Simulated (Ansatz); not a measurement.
# Geometry relaxation, with input and output: Si3H10O (part 3 of 5)

Continued. System: Si3H10O. Method: RKS PBE0-D4/def2-TZVP (Ansatz 0.2.0). The geometry is a transition state displaced along its imaginary mode. The reaction was set up to form Si1–O7 and H2–H6 and to break Si1–H2 and H6–O7 (atoms counted from 1 in the order of the input); sticks are drawn by distance alone.

Geometry of the input (Å):
```
Si -0.9306  0.1701  0.2436
H  -0.4939  -1.6368  0.7272
H  -0.9035  1.4311  -0.5213
H  -2.3781  -0.1861  0.3714
Si 0.0035  0.7569  2.3423
H  -0.2035  -1.5803  0.0047
O  -0.0517  -0.7013  -1.0225
Si 0.8614  -0.3093  -2.3498
H  -0.2541  2.1922  2.6734
H  1.4771  0.5695  2.2632
H  -0.5089  -0.0777  3.4640
H  -0.0365  0.1271  -3.4484
H  1.6079  -1.5285  -2.7541
H  1.8108  0.7733  -1.9940
```

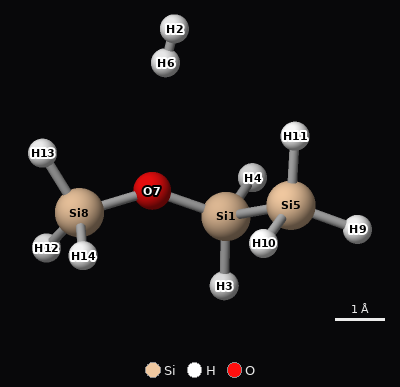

**Figure 1.** The geometry at step 32 of the log (ball-and-stick view, seen at a tilt; atoms are numbered from 1 in the order of the input).

### Trajectory as extended XYZ, continued
```
14
Properties=species:S:1:pos:R:3:forces:R:3 step=16 energy=-25833.40468
Si   -0.9914    0.7656    0.0245   -0.0090   0.0057   0.0071
H    -0.5062   -2.9591    1.1671   -0.0032  -0.0125   0.0133
H    -1.0735    2.1239   -0.5869   -0.0014  -0.0033  -0.0025
H    -2.3752    0.2470    0.1879   -0.0017   0.0043  -0.0035
Si    0.0925    0.9029    2.0968    0.0061   0.0093   0.0161
H    -0.3968   -2.5762    0.5361    0.0034   0.0123  -0.0208
O    -0.1775   -0.2474   -0.9812    0.0052  -0.0102  -0.0084
Si    0.8700   -0.2636   -2.2395    0.0031  -0.0064  -0.0017
H    -0.5222    1.9928    2.9044    0.0000  -0.0034   0.0004
H     1.5349    1.2122    1.8973   -0.0018   0.0068  -0.0010
H    -0.0206   -0.3724    2.8525    0.0029  -0.0043  -0.0021
H     0.1521    0.0368   -3.5052    0.0020   0.0020   0.0002
H     1.4765   -1.6143   -2.3184   -0.0049   0.0003   0.0043
H     1.9372    0.7518   -2.0354   -0.0006  -0.0006  -0.0012
14
Properties=species:S:1:pos:R:3:forces:R:3 step=18 energy=-25833.39645 accepted=F
Si   -0.9899    0.7602    0.0334    0.1645  -0.0254  -0.1694
H    -0.5079   -2.9775    1.1349    0.0002   0.0017  -0.0081
H    -1.0734    2.1104   -0.5953    0.0280   0.0271   0.0173
H    -2.3854    0.2666    0.1745    0.0328  -0.0619   0.0498
Si    0.1016    0.9237    2.1202   -0.0915  -0.1133  -0.2230
H    -0.3983   -2.5728    0.5167    0.0002  -0.0015   0.0013
O    -0.1752   -0.2562   -0.9857   -0.2246   0.1901   0.3062
Si    0.8701   -0.2738   -2.2430   -0.0148   0.0053   0.0591
H    -0.5403    1.9835    2.9439   -0.0111  -0.0101   0.0069
H     1.5322    1.2758    1.9087   -0.0062  -0.0041   0.0169
H     0.0171   -0.3808    2.8311    0.0314   0.0475   0.0413
H     0.1617    0.0415   -3.5104    0.0012  -0.0265  -0.0087
H     1.4461   -1.6370   -2.2943    0.0616  -0.0083  -0.0800
H     1.9414    0.7364   -2.0348    0.0284  -0.0204  -0.0095
14
Properties=species:S:1:pos:R:3:forces:R:3 step=20 energy=-25833.40652
Si   -0.9945    0.7874    0.0348    0.0178  -0.0064  -0.0034
H    -0.4969   -3.0182    1.0560    0.0201   0.0907  -0.1172
H    -1.0684    2.1394   -0.5912   -0.0029  -0.0011  -0.0014
H    -2.3820    0.2811    0.2060    0.0020   0.0018   0.0034
Si    0.0999    0.9337    2.1021    0.0063   0.0002   0.0256
H    -0.3956   -2.5522    0.4759   -0.0203  -0.0933   0.1133
O    -0.1914   -0.2439   -0.9622   -0.0007   0.0113  -0.0035
Si    0.8632   -0.2956   -2.2137   -0.0011  -0.0088   0.0061
H    -0.5787    1.9570    2.9476    0.0182  -0.0256  -0.0124
H     1.5200    1.3416    1.9050   -0.0381  -0.0074   0.0025
H     0.0732   -0.3744    2.8134    0.0034   0.0368  -0.0148
H     0.1614    0.0127   -3.4866    0.0022   0.0021   0.0021
H     1.4345   -1.6625   -2.2763   -0.0022   0.0037   0.0001
H     1.9551    0.6940   -2.0109   -0.0048  -0.0040  -0.0004
14
Properties=species:S:1:pos:R:3:forces:R:3 step=22 energy=-25833.40750
Si   -0.9970    0.7999    0.0440   -0.0019   0.0059   0.0044
H    -0.4855   -3.0485    0.9657   -0.0019  -0.0171   0.0136
H    -1.0727    2.1463   -0.5940    0.0024  -0.0065  -0.0033
H    -2.3847    0.2965    0.2220    0.0027   0.0014   0.0078
Si    0.1026    0.9601    2.1074    0.0010  -0.0027   0.0126
H    -0.3887   -2.5574    0.4123    0.0011   0.0127  -0.0122
O    -0.1986   -0.2433   -0.9436    0.0089   0.0135  -0.0110
Si    0.8582   -0.3176   -2.1918    0.0003  -0.0022  -0.0029
H    -0.5933    1.9528    2.9721   -0.0038   0.0005  -0.0070
H     1.5095    1.4059    1.9103   -0.0088  -0.0024  -0.0073
H     0.1127   -0.3546    2.8027    0.0037  -0.0002  -0.0006
H     0.1648   -0.0063   -3.4683   -0.0037  -0.0023  -0.0014
H     1.4104   -1.6927   -2.2442   -0.0015   0.0037   0.0005
H     1.9622    0.6592   -1.9946    0.0016  -0.0042   0.0067
14
Properties=species:S:1:pos:R:3:forces:R:3 step=23 energy=-25833.40779
Si   -0.9964    0.8071    0.0473    0.0077  -0.0091   0.0022
H    -0.4825   -3.0862    0.9357    0.0019   0.0067  -0.0100
H    -1.0715    2.1514   -0.5950    0.0003  -0.0017   0.0006
H    -2.3842    0.3057    0.2302    0.0009   0.0010   0.0042
Si    0.1057    0.9703    2.1092   -0.0092   0.0042  -0.0106
H    -0.3952   -2.5690    0.4036   -0.0022  -0.0090   0.0107
O    -0.2008   -0.2392   -0.9395    0.0027   0.0144  -0.0094
Si    0.8571   -0.3210   -2.1862   -0.0013  -0.0122   0.0067
H    -0.6076    1.9520    2.9723    0.0076  -0.0030   0.0054
H     1.5054    1.4366    1.9089   -0.0086  -0.0013   0.0022
H     0.1351   -0.3471    2.7991    0.0010   0.0055   0.0010
H     0.1671   -0.0064   -3.4639    0.0007   0.0024  -0.0005
H     1.3990   -1.7002   -2.2363   -0.0003   0.0024  -0.0030
H     1.9688    0.6462   -1.9856   -0.0010  -0.0003   0.0006
14
Properties=species:S:1:pos:R:3:forces:R:3 step=25 energy=-25833.40798
Si   -0.9979    0.8161    0.0504    0.0030  -0.0118  -0.0025
H    -0.4748   -3.1343    0.8904    0.0034   0.0246  -0.0226
H    -1.0752    2.1570   -0.5983    0.0001   0.0001   0.0028
H    -2.3848    0.3151    0.2405    0.0003   0.0000   0.0016
Si    0.1075    0.9871    2.1093   -0.0010   0.0074   0.0030
H    -0.4013   -2.5838    0.3897   -0.0032  -0.0249   0.0228
O    -0.2052   -0.2346   -0.9338    0.0032   0.0093  -0.0055
Si    0.8558   -0.3283   -2.1770   -0.0028  -0.0058   0.0033
H    -0.6163    1.9532    2.9809    0.0017   0.0006   0.0023
H     1.4992    1.4757    1.9093   -0.0024  -0.0010  -0.0023
H     0.1598   -0.3320    2.7944   -0.0020  -0.0002  -0.0032
H     0.1739   -0.0033   -3.4564    0.0004   0.0010  -0.0002
H     1.3814   -1.7137   -2.2277   -0.0010   0.0028  -0.0010
H     1.9779    0.6259   -1.9717    0.0002  -0.0021   0.0016
14
Properties=species:S:1:pos:R:3:forces:R:3 step=27 energy=-25833.40808
Si   -0.9999    0.8172    0.0516   -0.0046  -0.0032   0.0010
H    -0.4703   -3.1438    0.8773   -0.0010  -0.0090   0.0081
H    -1.0801    2.1576   -0.5979   -0.0002  -0.0009  -0.0005
H    -2.3858    0.3145    0.2446    0.0001  -0.0004   0.0006
Si    0.1074    0.9932    2.1089    0.0005   0.0003  -0.0014
H    -0.3994   -2.5882    0.3838    0.0011   0.0090  -0.0078
O    -0.2077   -0.2336   -0.9324    0.0051   0.0066  -0.0044
Si    0.8556   -0.3305   -2.1733   -0.0016  -0.0025   0.0012
H    -0.6153    1.9572    2.9835   -0.0007   0.0014   0.0001
H     1.4976    1.4840    1.9050    0.0016   0.0001  -0.0002
H     0.1632   -0.3268    2.7918    0.0004  -0.0013   0.0014
H     0.1789    0.0033   -3.4532    0.0006   0.0010   0.0004
H     1.3723   -1.7191   -2.2276   -0.0015   0.0004  -0.0001
H     1.9836    0.6151   -1.9621    0.0003  -0.0013   0.0015
14
Properties=species:S:1:pos:R:3:forces:R:3 step=28 energy=-25833.40809
Si   -1.0108    0.8257    0.0575   -0.0063   0.0053   0.0012
H    -0.4490   -3.2123    0.8064    0.0063   0.0779  -0.0556
H    -1.1049    2.1613   -0.5996   -0.0022   0.0007  -0.0007
H    -2.3918    0.3153    0.2654    0.0032  -0.0008   0.0014
Si    0.1118    1.0228    2.1045    0.0058  -0.0066   0.0139
H    -0.3993   -2.6137    0.3582   -0.0059  -0.0754   0.0553
O    -0.2209   -0.2260   -0.9263    0.0100  -0.0069  -0.0073
Si    0.8544   -0.3407   -2.1550    0.0102   0.0056  -0.0092
H    -0.6208    1.9731    2.9860   -0.0020   0.0003  -0.0019
H     1.4918    1.5384    1.8925    0.0000   0.0008  -0.0065
H     0.1982   -0.2963    2.7871   -0.0040   0.0037  -0.0036
H     0.2052    0.0401   -3.4376    0.0154  -0.0034   0.0194
H     1.3212   -1.7470   -2.2275   -0.0074   0.0161   0.0000
H     2.0149    0.5593   -1.9118   -0.0231  -0.0172  -0.0063
14
Properties=species:S:1:pos:R:3:forces:R:3 step=30 energy=-25833.40838
Si   -1.0122    0.8203    0.0571   -0.0062   0.0056   0.0043
H    -0.4498   -3.1833    0.8222   -0.0008  -0.0097   0.0091
H    -1.1090    2.1566   -0.5983   -0.0008  -0.0015  -0.0012
H    -2.3921    0.3070    0.2643    0.0017  -0.0006   0.0016
Si    0.1112    1.0164    2.1040    0.0008  -0.0029   0.0025
H    -0.3950   -2.6030    0.3559    0.0008   0.0104  -0.0082
O    -0.2204   -0.2292   -0.9278    0.0074  -0.0021  -0.0081
Si    0.8552   -0.3395   -2.1565    0.0030   0.0011  -0.0026
H    -0.6148    1.9740    2.9830   -0.0018   0.0016  -0.0009
H     1.4941    1.5223    1.8882    0.0012   0.0003  -0.0027
H     0.1882   -0.3013    2.7896   -0.0002  -0.0011   0.0008
H     0.2076    0.0437   -3.4381    0.0043   0.0002   0.0058
H     1.3231   -1.7445   -2.2322   -0.0030   0.0039  -0.0002
H     2.0138    0.5607   -1.9116   -0.0064  -0.0054  -0.0004
14
Properties=species:S:1:pos:R:3:forces:R:3 step=32 energy=-25833.40868
Si   -1.0312    0.8152    0.0634   -0.0043   0.0188   0.0063
H    -0.4234   -3.2027    0.7760   -0.0020  -0.0349   0.0284
H    -1.1561    2.1472   -0.5967   -0.0021  -0.0076  -0.0007
H    -2.4006    0.2819    0.2905    0.0069   0.0009   0.0016
Si    0.1164    1.0390    2.0946   -0.0032  -0.0072  -0.0062
H    -0.3891   -2.6097    0.3254    0.0017   0.0348  -0.0261
O    -0.2375   -0.2272   -0.9267    0.0107  -0.0053  -0.0150
Si    0.8571   -0.3476   -2.1374    0.0195   0.0024  -0.0180
H    -0.6068    1.9977    2.9745   -0.0002   0.0013   0.0006
H     1.4929    1.5536    1.8569   -0.0036  -0.0011  -0.0005
H     0.2113   -0.2733    2.7884    0.0031   0.0008   0.0038
H     0.2557    0.1137   -3.4180    0.0188  -0.0118   0.0352
H     1.2556   -1.7728   -2.2533   -0.0082   0.0359  -0.0021
H     2.0554    0.4850   -1.8376   -0.0371  -0.0269  -0.0072
14
Properties=species:S:1:pos:R:3:forces:R:3 step=34 energy=-25833.40922
Si   -1.0456    0.8011    0.0614    0.0017   0.0057  -0.0105
H    -0.4165   -3.1878    0.8063    0.0008   0.0275  -0.0207
H    -1.1978    2.1309   -0.5971   -0.0003  -0.0052   0.0030
H    -2.4041    0.2476    0.3041    0.0067  -0.0008  -0.0002
Si    0.1195    1.0411    2.0809    0.0092  -0.0020   0.0081
H    -0.3931   -2.6085    0.3340   -0.0011  -0.0272   0.0224
O    -0.2491   -0.2287   -0.9405   -0.0014   0.0040  -0.0014
Si    0.8630   -0.3422   -2.1356    0.0262   0.0048  -0.0256
H    -0.5946    2.0075    2.9604   -0.0041  -0.0021  -0.0058
H     1.4936    1.5548    1.8282   -0.0033   0.0001  -0.0051
H     0.2238   -0.2636    2.7880   -0.0018   0.0002  -0.0035
H     0.3050    0.1929   -3.4084    0.0222  -0.0194   0.0526
H     1.2097   -1.7766   -2.3021   -0.0083   0.0462   0.0000
H     2.0860    0.4315   -1.7798   -0.0465  -0.0318  -0.0134
14
Properties=species:S:1:pos:R:3:forces:R:3 step=35 energy=-25833.40946
Si   -1.0522    0.7946    0.0596    0.0180  -0.0115  -0.0125
H    -0.4164   -3.1724    0.8325    0.0012   0.0361  -0.0294
H    -1.2157    2.1239   -0.5970   -0.0008  -0.0037   0.0054
H    -2.4055    0.2313    0.3086    0.0047   0.0020   0.0002
Si    0.1236    1.0365    2.0728   -0.0128   0.0094  -0.0027
H    -0.3944   -2.6046    0.3459   -0.0014  -0.0356   0.0307
O    -0.2543   -0.2295   -0.9474   -0.0038   0.0032  -0.0097
Si    0.8660   -0.3378   -2.1352    0.0217   0.0090  -0.0282
H    -0.5930    2.0063    2.9467    0.0071  -0.0033   0.0056
H     1.4959    1.5511    1.8126   -0.0036  -0.0005  -0.0001
H     0.2292   -0.2657    2.7841    0.0006   0.0029  -0.0035
H     0.3277    0.2314   -3.4022    0.0240  -0.0231   0.0575
H     1.1911   -1.7741   -2.3274   -0.0074   0.0478   0.0020
H     2.0980    0.4092   -1.7539   -0.0475  -0.0326  -0.0152
14
Properties=species:S:1:pos:R:3:forces:R:3 step=37 energy=-25833.41009
Si   -1.0652    0.7770    0.0522    0.0122   0.0060  -0.0215
H    -0.4181   -3.1365    0.8940    0.0008   0.0200  -0.0175
H    -1.2474    2.1075   -0.5969   -0.0031  -0.0048  -0.0025
H    -2.4109    0.1993    0.3092    0.0090   0.0017   0.0073
Si    0.1267    1.0317    2.0541   -0.0053  -0.0073   0.0158
H    -0.3954   -2.5943    0.3799   -0.0011  -0.0199   0.0175
O    -0.2677   -0.2355   -0.9665   -0.0014   0.0028  -0.0015
Si    0.8717   -0.3306   -2.1371    0.0288   0.0162  -0.0405
H    -0.5858    1.9952    2.9381   -0.0008  -0.0012  -0.0022
H     1.4941    1.5548    1.7852   -0.0047   0.0009  -0.0098
H     0.2474   -0.2702    2.7632    0.0029  -0.0005   0.0014
H     0.3778    0.3145   -3.3866    0.0280  -0.0325   0.0663
H     1.1515   -1.7674   -2.3893   -0.0092   0.0522   0.0068
H     2.1214    0.3544   -1.6996   -0.0560  -0.0336  -0.0197
14
Properties=species:S:1:pos:R:3:forces:R:3 step=39 energy=-25833.41082
Si   -1.0757    0.7649    0.0446   -0.0086   0.0112   0.0055
H    -0.4205   -3.1043    0.9476    0.0011   0.0185  -0.0191
H    -1.2743    2.0943   -0.6018   -0.0033  -0.0047  -0.0038
H    -2.4134    0.1762    0.3167    0.0041   0.0010  -0.0017
Si    0.1295    1.0280    2.0377    0.0072  -0.0102  -0.0096
H    -0.3975   -2.5890    0.4065   -0.0018  -0.0188   0.0182
O    -0.2819   -0.2411   -0.9827    0.0101  -0.0021  -0.0104
Si    0.8766   -0.3263   -2.1354    0.0348   0.0145  -0.0369
H    -0.5888    1.9753    2.9342    0.0009  -0.0025  -0.0009
H     1.4840    1.5755    1.7508   -0.0060  -0.0022   0.0067
H     0.2799   -0.2773    2.7355    0.0043   0.0100   0.0033
H     0.4312    0.3916   -3.3631    0.0252  -0.0362   0.0631
H     1.1096   -1.7599   -2.4463   -0.0081   0.0530   0.0084
H     2.1413    0.2922   -1.6444   -0.0601  -0.0316  -0.0230
14
Properties=species:S:1:pos:R:3:forces:R:3 step=40 energy=-25833.41129
Si   -1.0791    0.7621    0.0431   -0.0044   0.0157   0.0024
H    -0.4193   -3.0988    0.9558    0.0011   0.0191  -0.0209
H    -1.2816    2.0903   -0.6042   -0.0031  -0.0019  -0.0030
H    -2.4155    0.1723    0.3187    0.0047  -0.0016   0.0029
Si    0.1320    1.0301    2.0323    0.0070  -0.0121   0.0021
H    -0.3990   -2.5917    0.4069   -0.0019  -0.0194   0.0202
O    -0.2872   -0.2433   -0.9862    0.0095  -0.0037  -0.0113
Si    0.8769   -0.3270   -2.1332    0.0235   0.0071  -0.0196
H    -0.5920    1.9687    2.9333    0.0001  -0.0009  -0.0021
H     1.4820    1.5895    1.7467   -0.0101  -0.0031   0.0001
H     0.2949   -0.2751    2.7279    0.0026   0.0099  -0.0002
H     0.4483    0.4110   -3.3529    0.0138  -0.0223   0.0386
H     1.0951   -1.7581   -2.4609   -0.0044   0.0338   0.0048
H     2.1444    0.2700   -1.6274   -0.0383  -0.0207  -0.0141
14
Properties=species:S:1:pos:R:3:forces:R:3 step=42 energy=-25833.41223
Si   -1.0980    0.7449    0.0365   -0.0129   0.0075   0.0161
H    -0.4212   -3.0743    0.9914   -0.0002   0.0287  -0.0384
H    -1.3362    2.0647   -0.6161    0.0004  -0.0025   0.0045
H    -2.4181    0.1350    0.3450    0.0049  -0.0018  -0.0003
Si    0.1449    1.0442    2.0024    0.0186  -0.0006   0.0135
H    -0.4228   -2.6044    0.4093   -0.0009  -0.0290   0.0383
O    -0.3142   -0.2548   -1.0042    0.0232   0.0065  -0.0281
Si    0.8846   -0.3292   -2.1166    0.0172  -0.0071  -0.0077
H    -0.6026    1.9412    2.9277    0.0069  -0.0076  -0.0097
H     1.4632    1.6681    1.6979   -0.0220  -0.0106   0.0016
H     0.3823   -0.2583    2.6836   -0.0064   0.0225  -0.0140
H     0.5523    0.5279   -3.2882    0.0141  -0.0310   0.0453
H     1.0174   -1.7440   -2.5470    0.0049   0.0457   0.0051
H     2.1683    0.1389   -1.5217   -0.0478  -0.0207  -0.0262
14
Properties=species:S:1:pos:R:3:forces:R:3 step=44 energy=-25833.41287
Si   -1.1033    0.7402    0.0395    0.0016  -0.0039  -0.0016
H    -0.4235   -3.0793    0.9813   -0.0002  -0.0015   0.0004
H    -1.3535    2.0592   -0.6096   -0.0025  -0.0009   0.0004
H    -2.4167    0.1192    0.3528   -0.0003  -0.0016   0.0002
Si    0.1475    1.0479    1.9984    0.0001   0.0012  -0.0005
H    -0.4294   -2.6019    0.4072   -0.0006   0.0012  -0.0006
O    -0.3168   -0.2524   -1.0069   -0.0030   0.0088   0.0037
Si    0.8875   -0.3281   -2.1120    0.0018  -0.0016  -0.0020
H    -0.5912    1.9562    2.9184    0.0006   0.0007  -0.0005
H     1.4665    1.6609    1.6823    0.0005   0.0006  -0.0007
H     0.3793   -0.2494    2.6879    0.0006  -0.0009   0.0002
H     0.5675    0.5375   -3.2769    0.0016   0.0001   0.0008
H     1.0173   -1.7373   -2.5530    0.0002   0.0002  -0.0010
H     2.1685    0.1274   -1.5094   -0.0006  -0.0024   0.0013
14
Properties=species:S:1:pos:R:3:forces:R:3 step=46 energy=-25833.41058 accepted=F
Si   -1.1473    0.7067    0.0456   -0.0115  -0.0539  -0.0159
H    -0.4418   -3.0818    0.9633    0.0010  -0.0131   0.0176
H    -1.4994    2.0092   -0.5949    0.0180  -0.0409   0.0304
H    -2.4099    0.0113    0.4189    0.0356   0.0282  -0.0257
Si    0.1722    1.0774    1.9506    0.0003   0.0324  -0.0467
H    -0.4813   -2.6041    0.3915   -0.0007   0.0130  -0.0179
O    -0.3558   -0.2456   -1.0368   -0.0101   0.0459   0.0171
Si    0.9090   -0.3243   -2.0720    0.1134   0.0582  -0.0840
H    -0.5476    1.9960    2.8745    0.0007   0.0034   0.0118
H     1.4614    1.7103    1.5569   -0.0017  -0.0034   0.0201
H     0.4623   -0.1946    2.6647   -0.0029  -0.0039  -0.0112
H     0.7478    0.6900   -3.1636    0.0257  -0.1502   0.1595
H     0.9389   -1.6950   -2.6539    0.0070   0.1225   0.0433
H     2.1915   -0.0555   -1.3448   -0.1748  -0.0381  -0.0983
```
